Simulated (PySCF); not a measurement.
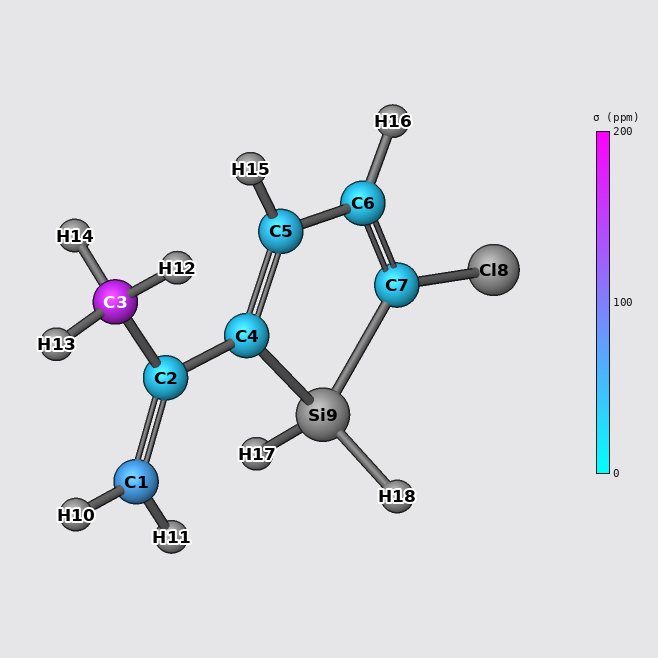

Atoms are coloured by their isotropic NMR shieldings (C only, the others grey). The computed structure is the end point of a GFN2-xTB optimisation. No frequency run is at hand to confirm it as a minimum. Level of theory: GIAO PBE0/pcSseg-1 NMR shielding, non-relativistic, gas phase (PySCF 2.14.0).

**Which C atom is the most shielded (lowest chemical shift)?**

C3 (165.0 ppm).

**Which C atom is the least shielded (highest chemical shift)?**

C6 (35.3 ppm).

**How wide is the range of C shifts?**

129.7 ppm.

List the isotropic NMR shieldings of the C atoms.

| atom | σ (ppm) |
| --- | --- |
| C1 | 62.9 |
| C2 | 35.6 |
| C3 | 165.0 |
| C4 | 36.9 |
| C5 | 40.4 |
| C6 | 35.3 |
| C7 | 36.4 |

The geometry is semi-empirical. Around Si such bond lengths and angles can be off by a tenth of an ångström or more and by several degrees, and values that hang on the shape move with them.
